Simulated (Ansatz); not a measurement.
# Functionals, potentials and the resistivity of LuH2 (Fm-3m), part 2 of 2

Each step names its level of theory.

So far, coupling constant λ: step 4 (electron–phonon run: LDA at its own relaxed cell) 0.257; step 5 (resistivity: the database cell, unrelaxed, PBEsol) 0.271. Also resistivity at 300 K (μΩ cm): step 4 11.4; step 5 12.5.

### Step 7. Coupling and resistivity: PseudoDojo files

Another set of potentials is tried, at its own relaxed cell, which can differ from that of the runs before.

File input.yaml:

```yaml
crystal:
  lattice:
    - [0.0, 2.4770869054, 2.4770869054]
    - [2.4770869054, 0.0, 2.4770869054]
    - [2.4770869054, 2.4770869054, 0.0]
  atoms:
    - { symbol: Lu, position: [0.0, 0.0, 0.0] }
    - { symbol: H, position: [0.25, 0.25, 0.25] }
    - { symbol: H, position: [0.75, 0.75, 0.75] }
kpoints:
  mp_grid: { grid: [8, 8, 8] }
hamiltonian:
  xc: pbesol
  pseudopotentials: { kind: nc, accuracy: standard }
scf:
  occupations: { method: methfessel_paxton, width: 0.2 }
output:
  eigenvalues: true
phonons:
  method: dfpt
  qmesh: [2, 2, 2]
  temperatures: { t_max: 1000, t_step: 50 }
  qpath:
    path:
      - [[0.0, 0.0, 0.0], [0.5, 0.0, 0.5], [0.625, 0.25, 0.625]]
      - [[0.375, 0.375, 0.75], [0.0, 0.0, 0.0], [0.5, 0.5, 0.5], [0.5, 0.25, 0.75], [0.5, 0.0, 0.5]]
    npoints: 10
  electrical_resistivity:
    mesh: [12, 12, 12]
    temperatures: [20.0, 50.0, 80.0, 100.0, 150.0, 200.0, 273.0, 300.0, 400.0, 500.0, 600.0, 800.0]
  superconductivity: { mesh: [12, 12, 12], eliashberg_equations: false }
```

On the command line:

```bash
ansatz run input.yaml --threads 8 --pin off --max-ram 16384MiB --backend cpu --events-out ev --progress --plain --runs-dir out
```

The job ended after 75 s (8 threads of Arm Neoverse N1, shared host; peak memory 1.4 GiB).

Numbers from this step:

```
zero point energy                                 : 0.4246 eV/cell
highest frequency, solved or plainly interpolated : 1183 cm⁻¹
Debye temperature (second moment)                 : 1656 K
resistivity at 300 K                              : 11.34 μΩ cm
coupling constant λ                               : 0.2578
density of states at the Fermi level              : 0.2889 states/eV a spin and cell
log mean phonon energy ħω_log                     : 25.05 meV
transport coupling constant λ_tr                  : 0.3337, 0.3337, 0.3337 (xx, yy, zz)
Drude plasma energy                               : 5.117, 5.117, 5.117 eV (xx, yy, zz)
resistivity times mean free path                  : 13.74, 13.74, 13.74 × 10⁻¹⁶ Ω m² (xx, yy, zz)
second-moment phonon energy ħω₂                   : 70.40 meV
```

The Eliashberg function α²F has structure finer than the step of the table below, so its rows give means over 10 meV, whole bins alone (the curve runs from 0.573 to 146 meV). Peaks (meV: height): α²F 15.5: 0.311, 128.9: 0.257, 139.2: 0.497; α²F tr 15.5: 0.446, 128.9: 0.367, 139.2: 0.734.

The Eliashberg function α²F by phonon energy; means over each step:

```tsv
phonon energy (meV)	α²F	α²F tr
10	0.0803	0.0985
20	0.0547	0.0839
30	0	0
40	0	0
50	0	0
60	0	0
70	0	0
80	0	0
90	0	0
100	0	0
110	0	0
120	6.8e-4	1.2e-4
130	0.152	0.199
140	0.292	0.353
```

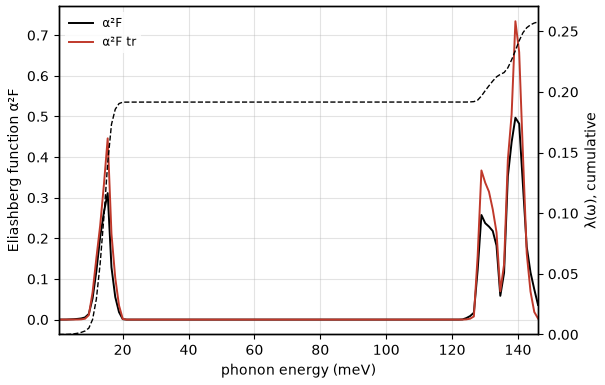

Eliashberg function α²F against phonon energy. The dashed line is the running λ.

Resistivity, by row:

```tsv
T (K)	ρ_xx (μΩ cm)	ρ_yy	ρ_zz	ρ by Ziman's lowest order, mean	ρ by relaxation times, mean	within 2 % of the coarser mesh
20	0.006841	0.006841	0.006841	0.01735	0.00858	yes
50	0.5858	0.5858	0.5858	0.8276	0.54	yes
80	1.936	1.936	1.936	2.176	1.616	yes
100	2.862	2.862	2.862	3.08	2.345	yes
150	5.013	5.013	5.013	5.249	4.062	yes
200	7.064	7.064	7.064	7.374	5.716	yes
273	10.14	10.14	10.14	10.61	8.218	yes
300	11.34	11.34	11.34	11.88	9.196	yes
400	16.02	16.02	16.02	16.85	13.06	yes
500	20.99	20.99	20.99	22.1	17.18	yes
600	26.07	26.07	26.07	27.45	21.42	yes
800	36.3	36.3	36.3	38.21	29.96	yes
```

Some states were left unconverged by the eigensolver. By its own test the run is not converged in the mesh. λ = 0.258 and 11.3 μΩ cm at 300 K. This session holds no earlier run at the same level of theory and cell to set it against.

### Step 8. Coupling and resistivity: finite displacements

Finite displacements in a supercell are the other road to force constants and couplings; here with the base functional.

This step: DFT PBEsol, scalar-relativistic, plane waves, PAW (Ansatz 0.2.0).

input.yaml: that of step 7 with these lines changed.

```diff
@@ -2,5 +2,5 @@
   lattice:
-    - [0.0, 2.4770869054, 2.4770869054]
-    - [2.4770869054, 0.0, 2.4770869054]
-    - [2.4770869054, 2.4770869054, 0.0]
+    - [0.0, 2.4792260564, 2.4792260564]
+    - [2.4792260564, 0.0, 2.4792260564]
+    - [2.4792260564, 2.4792260564, 0.0]
   atoms:
@@ -13,3 +13,2 @@
   xc: pbesol
-  pseudopotentials: { kind: nc, accuracy: standard }
 scf:
@@ -19,4 +18,4 @@
 phonons:
-  method: dfpt
-  qmesh: [2, 2, 2]
+  method: fd
+  supercell: [2, 2, 2]
   temperatures: { t_max: 1000, t_step: 50 }
```

It took 46 s on 8 threads; peak memory 1.8 GiB; 5.5 min of CPU time.

This step gave:

```yaml
volume_per_atom: 10.16 Å³
resistivity_at_300_k: 11.36 μΩ cm
coupling_constant_lambda: 0.258
density_of_states_at_the_fermi_level: 0.2893 states/eV a spin and cell
log_mean_phonon_energy_omega_log: 24.97 meV
transport_coupling_constant_lambda_tr: 0.3336, 0.3336, 0.3336 (xx, yy, zz)
drude_plasma_energy: 5.111, 5.111, 5.111 eV (xx, yy, zz)
resistivity_times_mean_free_path: 13.76, 13.76, 13.76 × 10⁻¹⁶ Ω m² (xx, yy, zz)
second_moment_phonon_energy_omega: 70.33 meV
```

Resistivity, by row:

```tsv
T (K)	ρ_xx (μΩ cm)	ρ_yy	ρ_zz	ρ by Ziman's lowest order, mean	ρ by relaxation times, mean	within 2 % of the coarser mesh
20	0.00701	0.00701	0.00701	0.01752	0.009149	no
50	0.5884	0.5884	0.5884	0.8305	0.5443	yes
80	1.942	1.942	1.942	2.182	1.624	yes
100	2.869	2.869	2.869	3.088	2.355	yes
150	5.024	5.024	5.024	5.261	4.078	yes
200	7.08	7.08	7.08	7.39	5.737	yes
273	10.16	10.16	10.16	10.64	8.247	yes
300	11.36	11.36	11.36	11.91	9.228	yes
400	16.05	16.05	16.05	16.88	13.1	yes
500	21.02	21.02	21.02	22.14	17.23	yes
600	26.12	26.12	26.12	27.5	21.48	yes
800	36.35	36.35	36.35	38.27	30.03	yes
```

By its own test the run is not converged in the mesh. λ = 0.258 and 11.4 μΩ cm at 300 K. This session holds no earlier run at the same level of theory and cell to set it against.

### Step 9. Tight relaxation (r2SCAN, PAW)

This step: DFT r2SCAN, scalar-relativistic, plane waves, PAW (Ansatz 0.2.0).

input.yaml, the sections that differ from step 8:

```yaml
kpoints:
  mp_grid: { grid: [10, 10, 10] }
hamiltonian:
  xc: r2scan
output:
  forces: true
  stress: true
  eigenvalues: true
relax:
  adjacent_minimum: "off"
  f_tol: 0.001
  max_steps: 60
  cell: { stress_tol: 0.01 }
# crystal, scf: as in step 8
# phonons: removed
```

Total energies of two functionals don't compare. The cutoff isn't typed and follows the default for these files.

Wall time 6.8 s (8 threads); peak memory 0.49 GiB.

Relaxation path:

```tsv
step	energy less that of the first step (eV)	largest force component (eV/Å)	pressure (GPa)	volume (Å³)
1	0.0000	0.0000	2.08	30.48
2	0.0106	0.0000	-3.53	32.34
3	-0.0038	0.0000	-0.11	31.14
4	-0.0038	0.0000	0.00	31.11
5	-0.0040	0.0000	0.00	31.11
```

The log counts 1 steps on a newly chosen plane-wave basis, not all of them marked here; energy and pressure can jump at such steps. Relaxation step 2 was tried and not accepted.

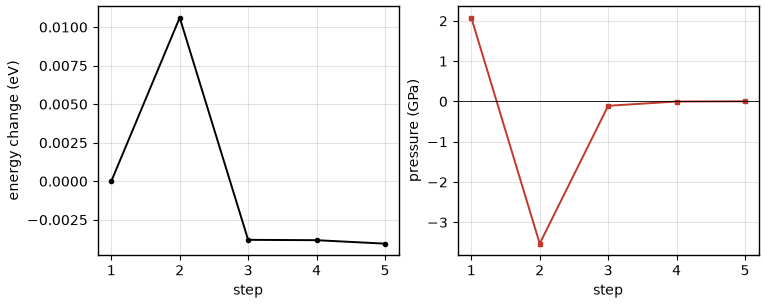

Energy and pressure along the relaxation.

```tsv
conventional cell, symmetrised	before	after	change
a (Å)	4.958	4.993	+0.7 %
b (Å)	4.958	4.993	+0.7 %
c (Å)	4.958	4.993	+0.7 %
volume (Å³/atom)	10.16	10.37	+2.1 %
```

The relaxed structure:

```xyz
3
Lattice="0.0000 2.4963 2.4963 2.4963 0.0000 2.4963 2.4963 2.4963 0.0000" Properties=species:S:1:pos:R:3 pbc="T T T"
Lu    0.0000    0.0000    0.0000
H     1.2481    1.2481    1.2481
H     3.7444    3.7444    3.7444
```

Numbers from this step:

| Item | Value |
| --- | --- |
| pressure | 0.003181 GPa |
| volume per atom | 10.37 Å³ |

The largest force is now zero by symmetry and the largest stress component 0.0032 GPa, small enough for phonons.

### Step 10. Coupling and resistivity: r2SCAN at its own relaxed cell

File input.yaml:

```yaml
crystal:
  lattice:
    - [0.0, 2.4962631302, 2.4962631302]
    - [2.4962631302, 0.0, 2.4962631302]
    - [2.4962631302, 2.4962631302, 0.0]
  atoms:
    - { symbol: Lu, position: [0.0, 0.0, 0.0] }
    - { symbol: H, position: [0.25, 0.25, 0.25] }
    - { symbol: H, position: [0.75, 0.75, 0.75] }
kpoints:
  mp_grid: { grid: [8, 8, 8] }
hamiltonian:
  xc: r2scan
scf:
  occupations: { method: methfessel_paxton, width: 0.2 }
output:
  eigenvalues: true
phonons:
  method: dfpt
  qmesh: [2, 2, 2]
  temperatures: { t_max: 1000, t_step: 50 }
  qpath:
    path:
      - [[0.0, 0.0, 0.0], [0.5, 0.0, 0.5], [0.625, 0.25, 0.625]]
      - [[0.375, 0.375, 0.75], [0.0, 0.0, 0.0], [0.5, 0.5, 0.5], [0.5, 0.25, 0.75], [0.5, 0.0, 0.5]]
    npoints: 10
  electrical_resistivity:
    mesh: [12, 12, 12]
    temperatures: [20.0, 50.0, 80.0, 100.0, 150.0, 200.0, 273.0, 300.0, 400.0, 500.0, 600.0, 800.0]
  superconductivity: { mesh: [12, 12, 12], eliashberg_equations: false }
```

Elapsed: 2 min, on 8 threads; peak memory 1.2 GiB; 15 min of CPU time.

Numbers from this step:

```yaml
zero_point_energy: 0.4231 eV/cell
highest_frequency_solved_or_plainly_interpolated: 1198 cm⁻¹
debye_temperature_second_moment: 1651 K
resistivity_at_300_k: 13.81 μΩ cm
coupling_constant_lambda: 0.3255
density_of_states_at_the_fermi_level: 0.2732 states/eV a spin and cell
log_mean_phonon_energy_omega_log: 24.19 meV
transport_coupling_constant_lambda_tr: 0.4206, 0.4206, 0.4206 (xx, yy, zz)
drude_plasma_energy: 5.245, 5.245, 5.245 eV (xx, yy, zz)
resistivity_times_mean_free_path: 13.94, 13.94, 13.94 × 10⁻¹⁶ Ω m² (xx, yy, zz)
second_moment_phonon_energy_omega: 68.93 meV
```

The Eliashberg function α²F has structure finer than the step of the table below, so its rows give means over 10 meV, whole bins alone (the curve runs from 0.58 to 148 meV). Peaks (meV: height): α²F 13.3: 0.433, 125.9: 0.240, 139.9: 0.692, 142.2: 0.467; α²F tr 13.3: 0.538, 125.9: 0.321, 139.9: 1.04, 142.2: 0.598.

Eliashberg function α²F against phonon energy; means over each step:

```tsv
phonon energy (meV)	α²F	α²F tr
10	0.120	0.149
20	0.0498	0.0776
30	0	0
40	0	0
50	0	0
60	0	0
70	0	0
80	0	0
90	0	0
100	0	0
110	0	0
120	0.0223	0.0259
130	0.175	0.225
140	0.325	0.420
```

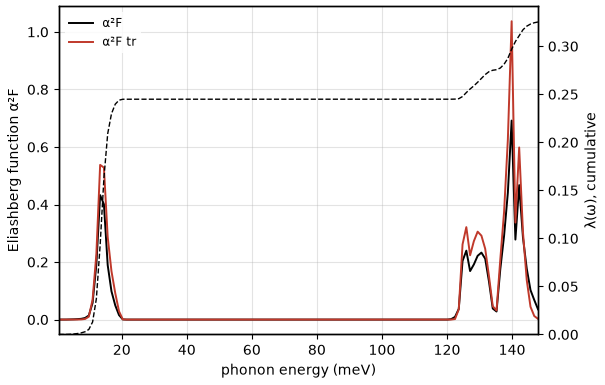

Eliashberg function α²F, plotted against phonon energy. The dashed line is the running λ.

Some states were left unconverged by the eigensolver. By its own test the run is not converged in the mesh. λ = 0.326 and 13.8 μΩ cm at 300 K, against 0.257 and 11.4 in the run with LDA at its own relaxed cell (+26.9 % and +21.4 %). N(E_F) moves by -5.4 % and the coupling-weighted phonon energy by -1.5 %; λ goes as N/ω², which would give -2.4 % if the matrix elements stayed.

### Step 11. The variants together

Series, by row:

```tsv
run	change	level of theory	method	q mesh or supercell	k mesh	scattering mesh	smearing	volume (Å³/atom)	N(E_F) (states/eV/spin)	lambda	omega_log (meV)	rho 300 K (μΩ cm)	core-minutes	wall (s)
lda	LDA at its own relaxed cell	LDA, scalar-relativistic, PAW	dfpt	2x2x2	8x8x8	12x12x12	methfessel_paxton 0.2	9.863	0.2889	0.2566	24.57	11.38	2.4	23
start	the database cell, unrelaxed	PBEsol, scalar-relativistic, PAW	dfpt	2x2x2	8x8x8	12x12x12	methfessel_paxton 0.2	10.62	0.2984	0.2714	24.06	12.53	2.5	24
nc	PseudoDojo files	PBEsol, scalar-relativistic, PseudoDojo norm-conserving pseudopotentials	dfpt	2x2x2	8x8x8	12x12x12	methfessel_paxton 0.2	10.13	0.2889	0.2578	25.05	11.34	9.3	75
fd	finite displacements	PBEsol, scalar-relativistic, PAW	fd	2x2x2	8x8x8	12x12x12	methfessel_paxton 0.2	10.16	0.2893	0.258	24.97	11.36	5.5	46
r2scan	r2SCAN at its own relaxed cell	r2SCAN, scalar-relativistic, PAW	dfpt	2x2x2	8x8x8	12x12x12	methfessel_paxton 0.2	10.37	0.2732	0.3255	24.19	13.81	15	120
```

### Step 12. Results

```yaml
run: LDA, q 2×2×2, k 8×8×8, scattering 12×12×12 (LDA at its own relaxed cell)
coupling_constant_lambda: 0.257
log_mean_phonon_energy_omega_log: 24.6 meV
states_at_the_fermi_level: 0.289 states/eV/spin/cell
resistivity_at_300_k: 11.4 μΩ cm
drude_plasma_energy: 5.14 eV
resistivity_times_mean_free_path: 13.5 × 10⁻¹⁶ Ω m²
change_between_its_two_finest_scattering_meshes: λ 2 %
time_of_that_run: 23 s
```

What this shows: Over the 5 runs that ended, ρ(300 K) of LuH2 (Fm-3m) spans 11.3 to 13.8 μΩ cm and λ 0.257 to 0.326; the run with r2SCAN at its own relaxed cell lies farthest from the median resistivity of 11.4 (+21 %). The Sommerfeld coefficient follows from γ = (π²/3) k_B² N(E_F)(1 + λ) with both spins counted, 1.71 with the factor and 1.36 without (mJ/(mol K²), run with LDA at its own relaxed cell). The coupling is weak (λ = 0.26 in the run with LDA at its own relaxed cell), so phonons raise the electrons' mass at the Fermi surface by about 26 %. Values of ρ(T) under 50 K rest on the softest modes, mostly interpolated ones, and are the least sure of the table. The high-temperature form ρ = 2π k_B T λ_tr/(ħ ε₀ ω_p²) gives 15.3 μΩ cm along x at 300 K, against 11.4 from the Boltzmann equation. Ziman's lowest order at 300 K, 12.0, lies between: the step down to it comes mostly from the finite phonon energies, and the full solution lies lower still, since it lets the current shift to the states that scatter least. By their share in the modes' patterns, Lu atoms take 76 % of λ. The three lowest branches give 76 % of λ. In the run quoted no mode is imaginary at the wavevectors of the 2×2×2 mesh; wavevectors off that mesh are interpolated. Only scattering by harmonic phonons counts; impurities, grain boundaries and thermal expansion are left out.

Computed beside measured:

| quantity | measured | LDA at its own relaxed cell | the database cell, unrelaxed | PseudoDojo files | finite displacements | r2SCAN at its own relaxed cell |
| --- | --- | --- | --- | --- | --- | --- |
| Sommerfeld coefficient γ (per mole of LuH2) (mJ/(mol K²)) | 2.1 | 1.71 (-18.5 %) | 1.79 (-14.8 %) | 1.71 (-18.4 %) | 1.72 (-18.3 %) | 1.71 (-18.7 %) |

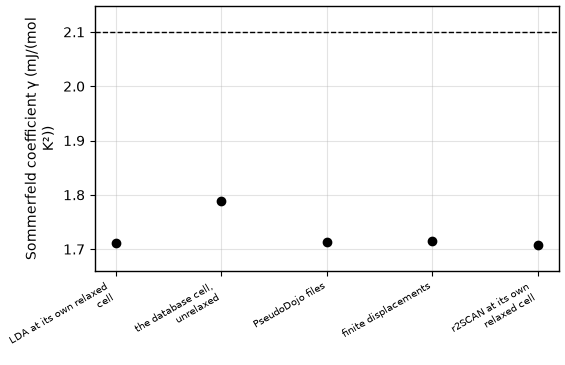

The Sommerfeld coefficient γ by level; the dashed line is the measured value.

Measured values from arxiv:2304.00558 (2023).

How well it matches: The Sommerfeld coefficient γ is off by -18.5 % at LDA at its own relaxed cell: fair agreement.

[Logs are printed without paths, hosts, clocks, repeated set-up lines and the standing remarks that a program may print on its own settings, such as how far it seeks lower states.]

[Hosts, paths, dates, database ids (printed as entryN), source tags and the programs' standing remarks are cut or masked in the printed files.]
